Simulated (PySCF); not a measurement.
# C$_{4}$H$_{7}$AlOSi: what the fields show

The calculation's input:

```
{"job": {"kind": "nmr", "xc": "PBE0", "basis": "pcSseg-1"}, "charge": 0, "multiplicity": 1}
C      2.450870    -0.705681     1.464534
C      1.555489    -0.167444     0.869291
C      0.525761     0.507194     0.175330
C      0.455280     1.811704    -0.133787
Al    -1.308166     1.849793    -1.092210
O     -0.567982    -0.219104    -0.263643
Si    -0.823089    -1.831902    -0.061923
H      3.235746    -1.169347     1.984629
H      1.269831     2.461625     0.168980
H     -2.429042     0.854637    -1.483806
H     -1.677422     3.258888    -1.588541
H      0.270123    -2.559941    -0.710838
H     -2.108636    -1.968783    -0.724038
H     -0.849442    -2.122112     1.373857
```

Command:

```sh
OMP_NUM_THREADS=1 python probes_run.py task.json out
```

Geometry: GFN2-xTB.

These are results of PBE0/pcSseg-1, SCF density, gas phase, non-relativistic in PySCF 2.14.0, not measurements.

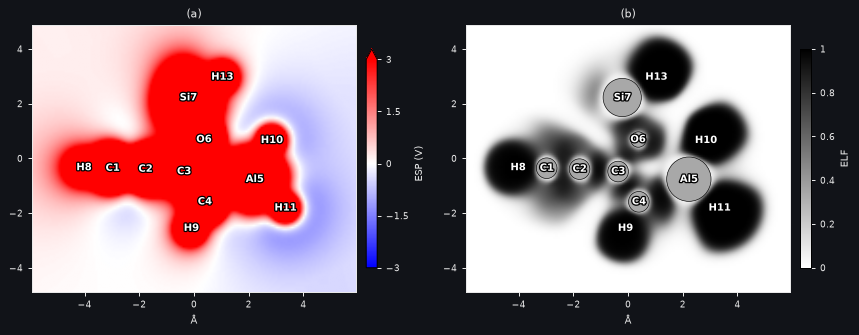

Figure 1. (a) electrostatic potential; (b) ELF on the plane of atoms C3, C4 and H9. Grey discs cover the atomic cores in the ELF map.

Question: Interpret the plot.

Answer:
- The plane passes through C, Al, O, Si and H nuclei.
- C–C (1.20 Å): the ELF peaks at about 0.85 between the atoms: a multiple bond.
- C–O (1.38 Å): the ELF peaks at about 0.90 between the atoms, as expected for a polar covalent bond.
- Si–O (1.65 Å): the ELF peaks at about 0.90 between the atoms (a shared but strongly polarised pair).
- C–Al (2.01 Å): the ELF peaks at about 0.95 between the atoms; a polar covalent bond.
- C–H (1.05 Å): the ELF climbs to about 1 towards the hydrogen, as it does in any bond to H; an ordinary covalent bond to hydrogen.
- Outside the dense part of the molecule the potential is most negative (−1.1 V) near H11.

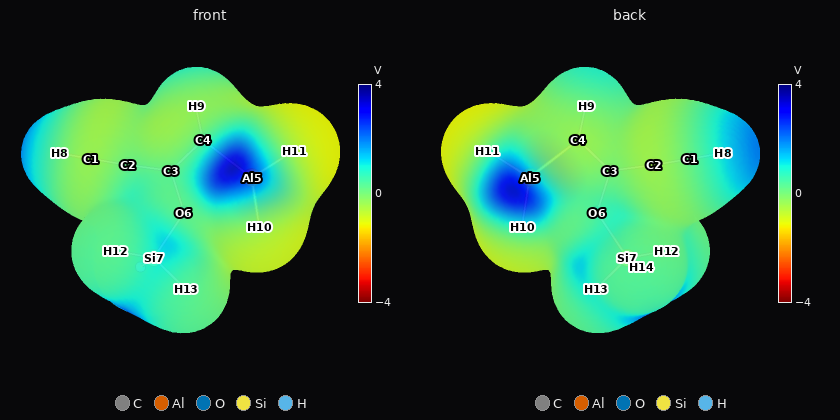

Figure 2. The molecular electrostatic potential painted on the density surface at 0.002 e/bohr³, seen from the front and from behind; red is negative and blue positive.

Question: Where is the surface potential most negative and most positive?

Answer: The most negative region (about −1.1 V, or −25 kcal/mol for a unit charge) lies over H11, the most positive (about +3.1 V, or +71 kcal/mol for a unit charge) over Al5.

Question: How polar is the molecule by this calculation?

Answer: Its dipole moment is 3.55 D.
